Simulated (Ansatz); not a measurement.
# Nudged elastic band, with input and output: TiNH3Cl3F (part 2 of 2)

The same run, continued: TiNH3Cl3F; RKS B3LYP-D4/def2-SVP (Ansatz 0.2.0). It belongs to a series of runs on one base structure; here: band between the two ends.

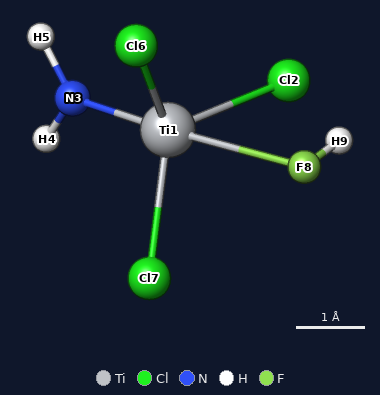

Fig. 1: The input geometry (ball-and-stick view, seen at a tilt; atoms are numbered from 1 in the order of the input). Sticks mark near contacts.

## The last band as extended XYZ, continued
```
9
Properties=species:S:1:pos:R:3:forces:R:3 image=4 energy=-64929.77851
Ti   -0.4170   -0.1261   -0.3866   -0.0288  -0.1405  -0.1126
Cl    0.1001    1.2131    2.3211    0.0102   0.0639   0.1826
N     1.4133   -0.2759   -0.2644   -0.0565  -0.0471  -0.0091
H     1.9620   -0.7896   -0.9536    0.0059   0.0006   0.0261
H     2.0019    0.2092    0.4115   -0.0759  -0.0192   0.0397
Cl   -0.9731    1.8801   -1.1031   -0.0680  -0.0449   0.0711
Cl   -0.8871   -1.5443   -1.9662    0.0320  -0.0500  -0.1972
F    -1.3699   -0.7805    1.0042    0.0147   0.0217  -0.1840
H    -0.7490    0.2139    2.1838    0.1665   0.2156   0.1835
9
Properties=species:S:1:pos:R:3:forces:R:3 image=5 energy=-64929.96462
Ti   -0.4672   -0.2136   -0.5863   -0.0058  -0.0151  -0.0413
Cl    0.2778    1.2141    2.6371    0.0312   0.0106   0.0511
N     1.3354   -0.3101   -0.2797   -0.0119  -0.0085  -0.0090
H     2.0218   -0.6977   -0.9260    0.0117   0.0136   0.0107
H     1.7657    0.1003    0.5513   -0.0453  -0.0101   0.0222
Cl   -1.0208    1.8478   -1.1142   -0.0143  -0.0131  -0.0037
Cl   -0.8755   -1.5827   -2.2388    0.0036  -0.0163  -0.0407
F    -1.3408   -0.6829    0.8815    0.0058   0.0135  -0.0131
H    -0.6154    0.3248    2.3217    0.0252   0.0252   0.0238
9
Properties=species:S:1:pos:R:3:forces:R:3 image=6 energy=-64929.99696
Ti   -0.4942   -0.1834   -0.6988   -0.0019  -0.0007  -0.0058
Cl    0.4428    0.9475    2.8890    0.0087  -0.0097   0.0099
N     1.2723   -0.2780   -0.2417   -0.0007   0.0021  -0.0005
H     2.0521   -0.5164   -0.8534    0.0006   0.0088   0.0027
H     1.5788    0.0122    0.6913   -0.0087  -0.0013   0.0041
Cl   -0.9537    1.8424   -1.4249   -0.0005  -0.0022  -0.0125
Cl   -0.8512   -1.6659   -2.2718    0.0001  -0.0055   0.0006
F    -1.4054   -0.4647    0.7857   -0.0022   0.0081  -0.0013
H    -0.5603    0.3064    2.3712    0.0047   0.0004   0.0029
9
Properties=species:S:1:pos:R:3:forces:R:3 image=7 energy=-64930.00934
Ti   -0.5068   -0.1247   -0.7537   -0.0003   0.0002  -0.0010
Cl    0.5295    0.6029    3.0601    0.0016  -0.0069   0.0027
N     1.2409   -0.1799   -0.2276   -0.0012   0.0019  -0.0001
H     2.0553   -0.3301   -0.8223    0.0001   0.0038   0.0006
H     1.4976    0.0127    0.7457   -0.0015   0.0003   0.0007
Cl   -0.9027    1.7933   -1.7578    0.0005  -0.0011  -0.0065
Cl   -0.8585   -1.7847   -2.1454   -0.0004  -0.0026   0.0028
F    -1.4406   -0.2267    0.7367   -0.0006   0.0050  -0.0007
H    -0.5336    0.2371    2.4108    0.0018  -0.0006   0.0015
9
Properties=species:S:1:pos:R:3:forces:R:3 image=8 energy=-64930.01415
Ti   -0.5077   -0.0589   -0.7786   -0.0239   0.0046   0.0024
Cl    0.5501    0.2341    3.1461   -0.0074  -0.0001  -0.0038
N     1.2311   -0.0571   -0.2236    0.0187   0.0017  -0.0048
H     2.0600   -0.1278   -0.8133   -0.0040   0.0016   0.0040
H     1.4664    0.0297    0.7705   -0.0023  -0.0022  -0.0015
Cl   -0.8568    1.6971   -2.0567    0.0048  -0.0029   0.0051
Cl   -0.8806   -1.8906   -1.9357    0.0012   0.0012   0.0080
F    -1.4503    0.0145    0.7071    0.0039  -0.0036  -0.0157
H    -0.5312    0.1589    2.4309    0.0089  -0.0003   0.0062
```

This output came from the following input.

## Input
```yaml
crystal:
  periodic: [false, false, false]
  atoms:
    - { symbol: Ti, position_ang: [-0.013636, 0.000124, -0.00857] }
    - { symbol: Cl, position_ang: [0.267001, 0.001034, 2.253709] }
    - { symbol: "N", position_ang: [1.720925, -0.000315, -0.589901] }
    - { symbol: H, position_ang: [2.269036, -0.843534, -0.755627] }
    - { symbol: H, position_ang: [2.271903, 0.842618, -0.747963] }
    - { symbol: Cl, position_ang: [-0.669047, 1.922793, -0.848589] }
    - { symbol: Cl, position_ang: [-0.668869, -1.921974, -0.850127] }
    - { symbol: F, position_ang: [-2.251154, -0.002617, 0.970317] }
    - { symbol: H, position_ang: [-1.84516, 0.001872, 1.82345] }
basis:
  gaussian: { orbitals: def2-SVP }
hamiltonian:
  xc: b3lyp
  dispersion: d4
neb:
  order_check: false
  images: 7
  f_tol: 0.05
  max_iterations: 60
  final_atoms:
    - { symbol: Ti, position_ang: [-0.50769543, -0.05888003, -0.77859839] }
    - { symbol: Cl, position_ang: [0.55011976, 0.23407353, 3.14612357] }
    - { symbol: "N", position_ang: [1.2310832, -0.05710362, -0.22360765] }
    - { symbol: H, position_ang: [2.06002762, -0.12777921, -0.81333912] }
    - { symbol: H, position_ang: [1.46640715, 0.02972988, 0.77048177] }
    - { symbol: Cl, position_ang: [-0.85682182, 1.69710452, -2.05666153] }
    - { symbol: Cl, position_ang: [-0.88060708, -1.89057734, -1.9356772] }
    - { symbol: F, position_ang: [-1.45032053, 0.01448642, 0.70710438] }
    - { symbol: H, position_ang: [-0.53119385, 0.15894686, 2.43087316] }
  initial_path:
    images:
      - { positions_ang: [[-0.013636, 0.000124, -0.00857], [0.267001, 0.001034, 2.253709], [1.720925, -0.000315, -0.589901], [2.269036, -0.843534, -0.755627], [2.271903, 0.842618, -0.747963], [-0.669047, 1.922793, -0.848589], [-0.668869, -1.921974, -0.850127], [-2.251154, -0.002617, 0.970317], [-1.84516, 0.001872, 1.82345]] }
      - { positions_ang: [[-0.0096228, 9.045e-05, -0.00694235], [0.18907884, 0.00083256, 2.36966492], [1.77984512, -0.0002612, -0.60600449], [2.3162382, -0.86218129, -0.77329022], [2.31910919, 0.86143288, -0.76544466], [-0.77678934, 1.92555413, -0.83910223], [-0.77667195, -1.92497112, -0.84017123], [-2.19591818, -0.00194293, 0.8863466], [-1.76427009, 0.00144752, 1.82164266]] }
      - { positions_ang: [[-0.0056096, 5.689e-05, -0.0053147], [0.11115668, 0.00063112, 2.48562084], [1.83876525, -0.00020739, -0.62210797], [2.36344041, -0.88082858, -0.79095344], [2.36631538, 0.88024776, -0.78292633], [-0.88453167, 1.92831525, -0.82961546], [-0.8844749, -1.92796824, -0.83021545], [-2.14068236, -0.00126886, 0.8023762], [-1.68338019, 0.00102305, 1.81983532]] }
      - { positions_ang: [[-0.0015964, 2.334e-05, -0.00368705], [0.03323452, 0.00042969, 2.60157677], [1.89768537, -0.00015359, -0.63821146], [2.41064261, -0.89947588, -0.80861666], [2.41352157, 0.89906264, -0.80040799], [-0.99227401, 1.93107638, -0.8201287], [-0.99227785, -1.93096536, -0.82025968], [-2.08544654, -0.00059479, 0.71840579], [-1.60249028, 0.00059857, 1.81802797]] }
      - { positions_ang: [[0.0024168, -1.021e-05, -0.0020594], [-0.04468764, 0.00022825, 2.71753269], [1.9566055, -9.978e-05, -0.65431494], [2.45784482, -0.91812317, -0.82627988], [2.46072776, 0.91787752, -0.81788966], [-1.10001635, 1.9338375, -0.81064193], [-1.10008081, -1.93396248, -0.8103039], [-2.03021071, 7.929e-05, 0.63443539], [-1.52160037, 0.00017409, 1.81622063]] }
      - { positions_ang: [[-0.12511125, -0.01472767, -0.19619415], [0.10401421, 0.05868957, 2.82468041], [1.77522492, -0.01435074, -0.54663812], [2.35839052, -0.72053718, -0.82304469], [2.21214761, 0.69584061, -0.4207968], [-1.03921772, 1.87465425, -1.12214683], [-1.04521238, -1.9231162, -1.09164723], [-1.88523817, 0.00368107, 0.65260264], [-1.27399874, 0.03986728, 1.96988376]] }
      - { positions_ang: [[-0.25263931, -0.02944512, -0.3903289], [0.25271606, 0.11715089, 2.93182813], [1.59384435, -0.0286017, -0.4389613], [2.25893622, -0.52295119, -0.8198095], [1.96356745, 0.4738037, -0.02370394], [-0.97841908, 1.81547101, -1.43365173], [-0.99034394, -1.91226991, -1.37299055], [-1.74026562, 0.00728285, 0.67076989], [-1.02639711, 0.07956047, 2.1235469]] }
      - { positions_ang: [[-0.38016737, -0.04416257, -0.58446364], [0.40141791, 0.17561221, 3.03897585], [1.41246377, -0.04285266, -0.33128447], [2.15948192, -0.3253652, -0.81657431], [1.7149873, 0.25176679, 0.37338892], [-0.91762045, 1.75628776, -1.74515663], [-0.93547551, -1.90142362, -1.65433387], [-1.59529308, 0.01088464, 0.68893713], [-0.77879548, 0.11925366, 2.27721003]] }
      - { positions_ang: [[-0.50769543, -0.05888003, -0.77859839], [0.55011976, 0.23407353, 3.14612357], [1.2310832, -0.05710362, -0.22360765], [2.06002762, -0.12777921, -0.81333912], [1.46640715, 0.02972988, 0.77048177], [-0.85682182, 1.69710452, -2.05666153], [-0.88060708, -1.89057734, -1.9356772], [-1.45032053, 0.01448642, 0.70710438], [-0.53119385, 0.15894686, 2.43087316]] }
```

Launched with:
```bash
ansatz run input.yaml --threads 4 --pin off --max-ram 5120MiB --backend cpu --events-out ev --progress --plain --runs-dir out
```

## Results in brief

```json
{"quantity": "outcome", "value": "converged"}
{"quantity": "barrier, forward", "value": "0.332 eV"}
{"quantity": "barrier, backward", "value": "0.631 eV"}
{"quantity": "hardware", "value": "4 threads of Arm Neoverse V1, 24 GiB of memory available, shared host"}
{"quantity": "wall time", "value": "12 min (CPU time 44 min)"}
{"quantity": "peak memory", "value": "0.39 GiB"}
```

## Remarks

The order of the saddle point was not checked.
